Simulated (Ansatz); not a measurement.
# BGeH5 (SMILES [BH2][GeH3]): r2SCAN/aug-cc-pVDZ

What is the vertical electron affinity of BGeH5 at r2SCAN/aug-cc-pVDZ? 

The results are computed with Ansatz 0.2.0.

48 further runs of the same task are left out: 48 set aside as unsound or not needed.

## Step 1: The molecule

BGeH5: 7 atoms, total charge 0, spin state singlet. As SMILES, `[BH2][GeH3]`. The coordinates come from a PBE0-D4/def2-TZVP relaxation.

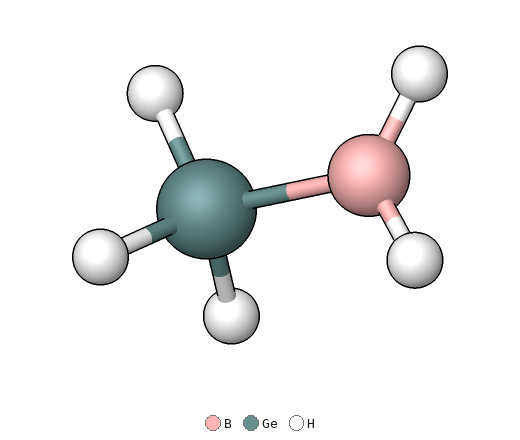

Viewed from a chosen angle; boron pink, germanium teal, hydrogen white.

## Step 2: The energy at r2SCAN/aug-cc-pVDZ

input.yaml reads:

```yaml
basis:
  gaussian: {orbitals: aug-cc-pVDZ}
crystal:
  periodic: [false, false, false]
  atoms:
    - {symbol: B, position_ang: [0.007500, -1.219800, 0.268100]}
    - {symbol: Ge, position_ang: [0.048900, 0.786100, -0.183400]}
    - {symbol: H, position_ang: [-1.044400, -1.784600, 0.312800]}
    - {symbol: H, position_ang: [0.997700, -1.849300, 0.488600]}
    - {symbol: H, position_ang: [-0.601100, 1.019700, -1.562200]}
    - {symbol: H, position_ang: [-0.799800, 1.566200, 0.840700]}
    - {symbol: H, position_ang: [1.452500, 1.413700, -0.210300]}
total_charge: 0
hamiltonian: {xc: r2scan}
accuracy: high
output: {orbitals: {seedname: orbitals}}
```

The run is started by

```sh
$ ansatz run input.yaml --threads 1 --pin off --max-ram 3480MiB --events-out events.jsonl --progress --plain --runs-dir runs
```

Output:

```text
Warning: RAYON_NUM_THREADS=1 ignored (pool sized by the plan → 1); use --threads N
Functional definition: r2SCAN
  name "r2SCAN"
  parameter k0 = 0.174
  parameter k1 = 0.065
  parameter a1 = 4.9479
  exchange = r2scan_x(k0 = k0, k1 = k1, a1 = a1)
  correlation = r2scan_c
2078 factors; integrals over basis functions are off by at most 4.6e-9 eV
mean field evaluation 1: about -57271.3000 eV, gradient 1.9e1 eV
mean field evaluation 2: about -57271.8495 eV, gradient 1.5e1 eV
mean field evaluation 4: about -57272.7926 eV, gradient 4.1e-1 eV
mean field evaluation 8: about -57272.7952 eV, gradient 5.9e-3 eV
mean field evaluation 16: about -57272.7952 eV, gradient 3.8e-7 eV
mean field -57272.79522362 eV, -2104.7364035732 hartree, gradient 6.7e-8 eV, S^2 0.000000; 0 other end points of the search recorded, 0 dependent functions left out
reference -57272.79522692 eV, -2104.7364036942 hartree; 21, 21 occupied and 83, 83 virtual orbitals, 2078 factors
Total energy: -57272.79522692 eV, -2104.7364036942 hartree
```

Wall time 6.6 s (1 thread of AMD EPYC 9R45 (Zen 5), shared host); peak memory 0.33 GiB.

## Step 3: The doublet anion at the same level

run.yaml reads:

```yaml
basis:
  gaussian: {orbitals: aug-cc-pVDZ}
crystal:
  periodic: [false, false, false]
  atoms:
    - {symbol: B, position_ang: [0.007500, -1.219800, 0.268100]}
    - {symbol: Ge, position_ang: [0.048900, 0.786100, -0.183400]}
    - {symbol: H, position_ang: [-1.044400, -1.784600, 0.312800]}
    - {symbol: H, position_ang: [0.997700, -1.849300, 0.488600]}
    - {symbol: H, position_ang: [-0.601100, 1.019700, -1.562200]}
    - {symbol: H, position_ang: [-0.799800, 1.566200, 0.840700]}
    - {symbol: H, position_ang: [1.452500, 1.413700, -0.210300]}
output: {orbitals: {seedname: orbitals}}
accuracy: high
magnetization: {spin_polarized: true, initial_magnetization: 1}
total_charge: -1
hamiltonian: {xc: r2scan}
```

The run is started by

```sh
$ ansatz run run.yaml --threads 1 --pin off --max-ram 3480MiB --events-out events.jsonl --progress --plain --runs-dir runs
```

Output:

```text
Warning: RAYON_NUM_THREADS=1 ignored (pool sized by the plan → 1); use --threads N
Functional definition: r2SCAN
  name "r2SCAN"
  parameter k0 = 0.174
  parameter k1 = 0.065
  parameter a1 = 4.9479
  exchange = r2scan_x(k0 = k0, k1 = k1, a1 = a1)
  correlation = r2scan_c
2078 factors; integrals over basis functions are off by at most 4.6e-9 eV
mean field evaluation 1: about -57270.8625 eV, gradient 1.9e1 eV
mean field evaluation 2: about -57264.2465 eV, gradient 2.9e1 eV
mean field evaluation 4: about -57273.5194 eV, gradient 2.2e0 eV
mean field evaluation 8: about -57273.5646 eV, gradient 3.4e-2 eV
mean field evaluation 16: about -57273.5646 eV, gradient 3.1e-5 eV
mean field evaluation 32: about -57272.4058 eV, gradient 2.4e0 eV
mean field -57273.56461323 eV, -2104.7646781199 hartree, gradient 4.6e-8 eV, S^2 0.756844; 2 other end points of the search recorded, 0 dependent functions left out
reference -57273.56464087 eV, -2104.7646791356 hartree; 22, 21 occupied and 82, 83 virtual orbitals, 2078 factors
Total energy: -57273.56464087 eV, -2104.7646791356 hartree
```

Wall time 15 s (1 thread of AMD EPYC 9R45 (Zen 5), shared host); peak memory 0.49 GiB.

## Step 4: What came out

Level: r2SCAN/aug-cc-pVDZ.

| quantity | value |
| --- | --- |
| singlet BGeH5: total energy | -2104.73640 Eh |
| singlet BGeH5: HOMO energy | -7.45 eV |
| singlet BGeH5: LUMO energy | -3.04 eV |
| singlet BGeH5: HOMO–LUMO gap | 4.40 eV |
| doublet anion: total energy | -2104.76468 Eh |
| doublet anion: HOMO energy (highest over α and β) | 1.68 eV |
| doublet anion: LUMO energy (lowest over α and β) | 3.33 eV |
| doublet anion: ⟨S²⟩ | 0.757 |
| vertical electron affinity (to the doublet anion) | 0.769 eV |

**Reading.** At fixed nuclei the extra electron is bound by 0.77 eV (17.7 kcal/mol). The HOMO (doublet anion) lies at positive energy, 1.68 eV, as semi-local functionals often give for anions; only total energies tell whether the electron is bound.

The anion's highest level is positive in at least one run, so there the basis alone may hold the extra electron.
